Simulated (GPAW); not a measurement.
## Run report: C2H4OS, calculation of the molecule and its ions

The run: calculation of the molecule and its ions of C2H4OS, SMILES COC=S. Method and program: RPBE/dzp, scalar-relativistic datasets (GPAW 26.7.0).

The geometry comes from this level: GFN2-xTB.

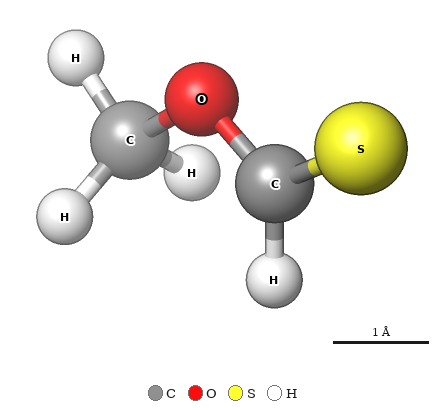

Figure 1. The structure as given in the input (ball-and-stick view, seen at a tilt). Bond lengths as drawn: C–H 1.09 Å, C–O 1.32 to 1.42 Å and C–S 1.61 Å.

The input (calc.py):
```python
from ase.io import read
from gpaw import GPAW

atoms = read("gs.sdf")
atoms.center(vacuum=4.5)

energies = {}
for name, charge, unpaired in [("neutral", 0, 0), ("oxidised", 1, 1)]:
    atoms.set_initial_magnetic_moments([unpaired / len(atoms)] * len(atoms))
    calc = GPAW(mode="lcao",
                basis="dzp",
                h=0.22,
                xc="RPBE",
                charge=charge,
                occupations={"name": "fermi-dirac", "width": 0.0, "fixmagmom": unpaired > 0},
                maxiter=100,
                symmetry="off",
                txt=f'{name}.txt')
    atoms.calc = calc
    energies[name] = atoms.get_potential_energy()
    print(f'{name:10} {energies[name]:12.5f} eV')

ip = energies["oxidised"] - energies["neutral"]
print(f"Vertical IP: {ip:.3f} eV")
```

File gs.sdf:
```

     RDKit          3D

  8  7  0  0  0  0  0  0  0  0999 V2000
    0.1222    1.0738   -0.0558 C   0  0  0  0  0  0  0  0  0  0  0  0
    0.6374   -0.1869    0.3323 O   0  0  0  0  0  0  0  0  0  0  0  0
   -0.0966   -1.2572    0.0879 C   0  0  0  0  0  0  0  0  0  0  0  0
    0.3834   -2.7472    0.4828 S   0  0  0  0  0  0  0  0  0  0  0  0
    0.8625    1.8111    0.2470 H   0  0  0  0  0  0  0  0  0  0  0  0
   -0.0213    1.1190   -1.1386 H   0  0  0  0  0  0  0  0  0  0  0  0
   -0.8278    1.2777    0.4453 H   0  0  0  0  0  0  0  0  0  0  0  0
   -1.0599   -1.0902   -0.4008 H   0  0  0  0  0  0  0  0  0  0  0  0
  2  1  1  0
  3  2  1  0
  4  3  2  0
  5  1  1  0
  6  1  1  0
  7  1  1  0
  8  3  1  0
M  END
$$$$
```

Launch command:
```bash
OMP_NUM_THREADS=1 python calc.py
```

Output:
```
neutral       -38.52440 eV
oxidised      -29.94761 eV
Vertical IP: 8.577 eV
```

Results in brief:

```json
{"quantity": "outcome", "value": "converged"}
{"quantity": "ionisation energy", "value": "8.58 eV"}
{"quantity": "hardware", "value": "1 thread of Arm Neoverse V2, 24 GiB of memory available, shared host"}
{"quantity": "wall time", "value": "17 s"}
{"quantity": "peak memory", "value": "0.6 GiB"}
```

On so coarse a grid the energy depends on the position of the molecule, which gives spurious forces.
